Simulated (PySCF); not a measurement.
**[BiCl4]−: forces at shaken geometries**

How stiff is [BiCl4]−? Its atoms are displaced at random by several amounts. The structure is generated, not taken from experiment.

Computed with PySCF 2.14.0. Level: BP86, Bi def2-SVP with ECP60, Cl def2-SVP; scalar-relativistic core potentials, no spin–orbit coupling.

3 further runs of the same task are left out: 2 for a known fault of the program, 1 that didn't finish.

## (1) Starting geometry

5 atoms, charge -1, spin multiplicity 1.

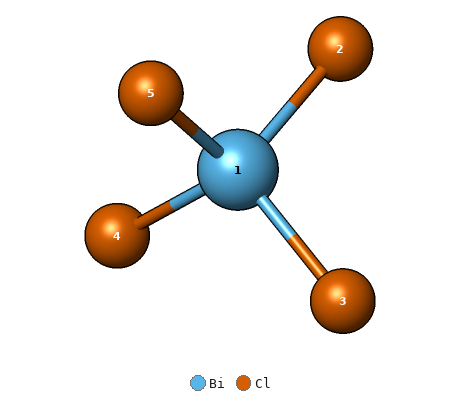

The structure; bismuth blue, chlorine orange; atoms are numbered from 1 in the order of the file.

Coordinates:

```xyz
5

Bi    0.0051    0.2454    0.0000
Cl   -0.0269   -1.2935    2.1359
Cl   -0.0269   -1.2935   -2.1359
Cl    2.1723    1.7403    0.0000
Cl   -2.0981    1.8291    0.0000
```

Formal oxidation states: Bi +3. An earlier session relaxed this geometry at BP86, Bi def2-SVP with ECP60, Cl def2-SVP (singlet, point group D2d).

Its energy there is -2055.449236 Eh.

## (2) Atoms moved at random, σ = 0.06 Å

run.py (the lines that set the calculation)

```python
mol = gto.M(atom='''
Bi     0.01766     0.18338     0.03067
Cl    -0.04734    -1.19656     2.18503
Cl    -0.00837    -1.35402    -2.25568
Cl     2.21130     1.77834    -0.00253
Cl    -2.14773     1.81653     0.04252''',
    basis={'Bi': 'def2-SVP', 'Cl': 'def2-SVP'},
    ecp={'Bi': 'def2-SVP'},
    charge=-1, spin=0)
mf = dft.RKS(mol, xc='B88,P86')
mf.grids.atom_grid = (50, 194)
mf = mf.density_fit()  # fitting sets: Bi def2-universal-JKFIT, Cl def2-universal-JKFIT
mf.conv_tol = 1e-08; mf.max_cycle = 55
mf.kernel(dm0)  # dm0: the density of the relaxed state
```

Command:

```bash
$ OMP_NUM_THREADS=2 python run.py
```

What it wrote:

```text
init E= -2055.42752690343
  HOMO = -0.0952729367732865  LUMO = 0.0336045672070959  gap/eV = 3.50694
cycle= 1 E= -2055.44023388235  delta_E= -0.0127  |g|= 0.101  |ddm|= 0.365
  HOMO = -0.0765398764168132  LUMO = 0.0476923928793949  gap/eV = 3.38053
cycle= 2 E= -2055.42445816835  delta_E= 0.0158  |g|= 0.226  |ddm|= 0.625
  HOMO = -0.0843253543212654  LUMO = 0.0459107407042043  gap/eV = 3.54390
cycle= 3 E= -2055.44455743238  delta_E= -0.0201  |g|= 0.0267  |ddm|= 0.406
  HOMO = -0.0845130977877866  LUMO = 0.0437419216576527  gap/eV = 3.49000
cycle= 4 E= -2055.44477387318  delta_E= -0.000216  |g|= 0.0131  |ddm|= 0.0613
  HOMO = -0.0848826787795732  LUMO = 0.0440343654466684  gap/eV = 3.50801
cycle= 5 E= -2055.44483877977  delta_E= -6.49e-05  |g|= 0.00184  |ddm|= 0.0245
  HOMO = -0.0848716795333734  LUMO = 0.0440478338662376  gap/eV = 3.50808
cycle= 6 E= -2055.4448396187  delta_E= -8.39e-07  |g|= 0.000795  |ddm|= 0.00399
  HOMO = -0.0848597760108415  LUMO = 0.0440360424052196  gap/eV = 3.50743
cycle= 7 E= -2055.44483995113  delta_E= -3.32e-07  |g|= 0.00035  |ddm|= 0.00168
  HOMO = -0.0848580479415457  LUMO = 0.04405364713223  gap/eV = 3.50787
cycle= 8 E= -2055.44483999725  delta_E= -4.61e-08  |g|= 3.97e-05  |ddm|= 0.000541
  HOMO = -0.0848590294365493  LUMO = 0.0440531636891785  gap/eV = 3.50788
cycle= 9 E= -2055.4448399978  delta_E= -5.48e-10  |g|= 5.14e-06  |ddm|= 5.69e-05
  HOMO = -0.0848583792964021  LUMO = 0.0440533627213688  gap/eV = 3.50787
Extra cycle  E= -2055.44483999778  delta_E= 1.59e-11  |g|= 8.79e-06  |ddm|= 2.13e-05
converged SCF energy = -2055.44483999778
```

Wall time 4.7 s (2 threads of Arm Neoverse V1, shared host).

Result: E = -2055.444840 Eh (+0.120 eV from the relaxed state), HOMO -2.31 eV, LUMO 1.20 eV, Mulliken charge on Bi1 +0.81 e, largest force component 1.059 eV/Å. 

```csv
atom,Fx,Fy,Fz (eV/Å)
Bi1,-0.022,0.665,-1.059
Cl2,-0.001,-0.246,0.348
Cl3,-0.004,0.335,0.628
Cl4,-0.473,-0.369,0.057
Cl5,0.500,-0.384,0.026
```

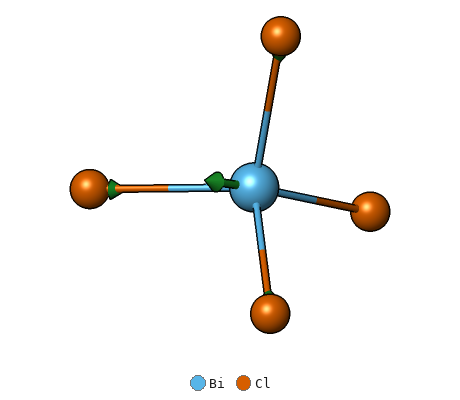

Forces as arrows, the longest for the largest force.

## (3) Atoms moved at random, σ = 0.03 Å

run.py (the lines that set the calculation)

```python
mol = gto.M(atom='''
Bi     0.02490     0.21342    -0.00472
Cl    -0.02771    -1.26755     2.14266
Cl    -0.01747    -1.31731    -2.15005
Cl     2.14359     1.76059     0.02905
Cl    -2.09779     1.83852    -0.01694''',
    basis={'Bi': 'def2-SVP', 'Cl': 'def2-SVP'},
    ecp={'Bi': 'def2-SVP'},
    charge=-1, spin=0)
mf = dft.RKS(mol, xc='B88,P86')
mf.grids.atom_grid = (50, 194)
mf = mf.density_fit()  # fitting sets: Bi def2-universal-JKFIT, Cl def2-universal-JKFIT
mf.conv_tol = 1e-08; mf.max_cycle = 55
mf.kernel(dm0)  # dm0: the density of the relaxed state
```

Command:

```bash
$ OMP_NUM_THREADS=2 python run.py
```

What it wrote:

```text
init E= -2055.44801498033
  HOMO = -0.0791482836742734  LUMO = 0.0548997942490136  gap/eV = 3.64763
cycle= 1 E= -2055.44857215579  delta_E= -0.000557  |g|= 0.0264  |ddm|= 0.115
  HOMO = -0.0779197859756352  LUMO = 0.0568475759703276  gap/eV = 3.66721
cycle= 2 E= -2055.4473388527  delta_E= 0.00123  |g|= 0.0623  |ddm|= 0.177
  HOMO = -0.0783865608393562  LUMO = 0.0560833519515403  gap/eV = 3.65911
cycle= 3 E= -2055.44888837525  delta_E= -0.00155  |g|= 0.00395  |ddm|= 0.113
  HOMO = -0.0784172499755979  LUMO = 0.0559059894325035  gap/eV = 3.65512
cycle= 4 E= -2055.44889317217  delta_E= -4.8e-06  |g|= 0.00171  |ddm|= 0.00815
  HOMO = -0.0784277959983356  LUMO = 0.0559607954056073  gap/eV = 3.65690
cycle= 5 E= -2055.44889424223  delta_E= -1.07e-06  |g|= 0.000465  |ddm|= 0.00314
  HOMO = -0.0784287605640874  LUMO = 0.0559443126342721  gap/eV = 3.65648
cycle= 6 E= -2055.44889432652  delta_E= -8.43e-08  |g|= 7.17e-05  |ddm|= 0.00087
  HOMO = -0.0784281135957343  LUMO = 0.0559430817650021  gap/eV = 3.65643
cycle= 7 E= -2055.44889432784  delta_E= -1.33e-09  |g|= 3.64e-05  |ddm|= 0.000149
  HOMO = -0.0784283324422486  LUMO = 0.0559482626105562  gap/eV = 3.65657
Extra cycle  E= -2055.4488943259  delta_E= 1.95e-09  |g|= 8.11e-05  |ddm|= 0.0002
converged SCF energy = -2055.4488943259
```

Wall time 4 s (2 threads of Arm Neoverse V1, shared host).

Read off: E = -2055.448894 Eh (+0.009 eV from the relaxed state), HOMO -2.13 eV, LUMO 1.52 eV, Mulliken charge on Bi1 +0.81 e, largest force component 0.300 eV/Å. 

```csv
atom,Fx,Fy,Fz (eV/Å)
Bi1,-0.300,0.297,-0.138
Cl2,0.003,-0.100,0.130
Cl3,0.018,-0.019,0.001
Cl4,0.059,-0.002,0.001
Cl5,0.220,-0.176,0.006
```

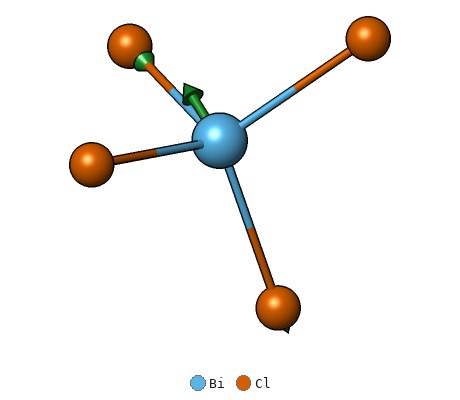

Forces as arrows, the longest for the largest force.

## (4) Atoms moved at random, σ = 0.06 Å

run.py (the lines that set the calculation)

```python
mol = gto.M(atom='''
Bi    -0.04554     0.28664    -0.03787
Cl     0.01630    -1.30044     2.19553
Cl    -0.02579    -1.30288    -2.09899
Cl     2.16823     1.72833     0.00913
Cl    -2.08769     1.81600    -0.06782''',
    basis={'Bi': 'def2-SVP', 'Cl': 'def2-SVP'},
    ecp={'Bi': 'def2-SVP'},
    charge=-1, spin=0)
mf = dft.RKS(mol, xc='B88,P86')
mf.grids.atom_grid = (50, 194)
mf = mf.density_fit()  # fitting sets: Bi def2-universal-JKFIT, Cl def2-universal-JKFIT
mf.conv_tol = 1e-08; mf.max_cycle = 55
mf.kernel(dm0)  # dm0: the density of the relaxed state
```

Command:

```bash
$ OMP_NUM_THREADS=2 python run.py
```

What it wrote:

```text
init E= -2055.45036007066
  HOMO = -0.0790500573671992  LUMO = 0.0499572923422487  gap/eV = 3.51047
cycle= 1 E= -2055.44370099841  delta_E= 0.00666  |g|= 0.079  |ddm|= 0.26
  HOMO = -0.0698838235766432  LUMO = 0.0547474348261669  gap/eV = 3.39139
cycle= 2 E= -2055.4300597094  delta_E= 0.0136  |g|= 0.202  |ddm|= 0.559
  HOMO = -0.0773555378177894  LUMO = 0.0525355824887928  gap/eV = 3.53452
cycle= 3 E= -2055.44648396212  delta_E= -0.0164  |g|= 0.0196  |ddm|= 0.367
  HOMO = -0.0773686469840209  LUMO = 0.0515309937226896  gap/eV = 3.50754
cycle= 4 E= -2055.44660435262  delta_E= -0.00012  |g|= 0.00833  |ddm|= 0.0419
  HOMO = -0.0774789750051835  LUMO = 0.0517833992350353  gap/eV = 3.51741
cycle= 5 E= -2055.4466295195  delta_E= -2.52e-05  |g|= 0.00169  |ddm|= 0.0152
  HOMO = -0.0775010346534799  LUMO = 0.0517292528156038  gap/eV = 3.51654
cycle= 6 E= -2055.44663053282  delta_E= -1.01e-06  |g|= 0.000441  |ddm|= 0.00322
  HOMO = -0.0774959959899036  LUMO = 0.0517227538182305  gap/eV = 3.51622
cycle= 7 E= -2055.44663059255  delta_E= -5.97e-08  |g|= 0.000205  |ddm|= 0.000995
  HOMO = -0.0774939354919568  LUMO = 0.0517344650574629  gap/eV = 3.51648
cycle= 8 E= -2055.44663060775  delta_E= -1.52e-08  |g|= 2.57e-05  |ddm|= 0.000346
  HOMO = -0.0774937523870602  LUMO = 0.0517350460840445  gap/eV = 3.51649
cycle= 9 E= -2055.446630608  delta_E= -2.49e-10  |g|= 4.08e-06  |ddm|= 4.53e-05
  HOMO = -0.0774938068614461  LUMO = 0.0517347818130606  gap/eV = 3.51649
Extra cycle  E= -2055.446630608  delta_E= 7.73e-12  |g|= 7.48e-06  |ddm|= 1.9e-05
converged SCF energy = -2055.446630608
```

Run time: 4.3 s. Hardware: 2 threads of Arm Neoverse V1, shared host.

It gives: E = -2055.446631 Eh (+0.071 eV from the relaxed state), HOMO -2.11 eV, LUMO 1.41 eV, Mulliken charge on Bi1 +0.81 e, largest force component 0.757 eV/Å. 

```csv
atom,Fx,Fy,Fz (eV/Å)
Bi1,0.739,-0.683,0.757
Cl2,-0.063,0.342,-0.464
Cl3,-0.029,-0.087,-0.200
Cl4,-0.092,-0.002,-0.051
Cl5,-0.555,0.429,-0.042
```

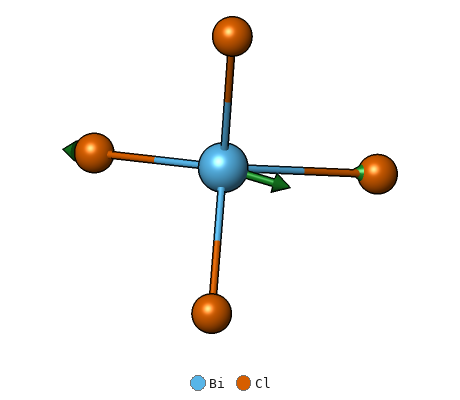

Forces as arrows, the longest for the largest force.

## (5) The displacements side by side

| σ (Å) | energy rise (eV) | harmonic estimate −½ F·u (eV) | largest force component (eV/Å) |
| --- | --- | --- | --- |
| 0.06 | 0.120 | 0.114 | 1.06 |
| 0.03 | 0.009 | 0.010 | 0.30 |
| 0.06 | 0.071 | 0.071 | 0.76 |

Every displacement raises the energy. For a harmonic well the rise equals −½ F·u; the two differ by at most 5 % here (a move with σ = 0.06 Å), from anharmonicity, the grid and the small forces left at the relaxed point. The bases are small and lack diffuse functions. Spin–orbit coupling is left out.
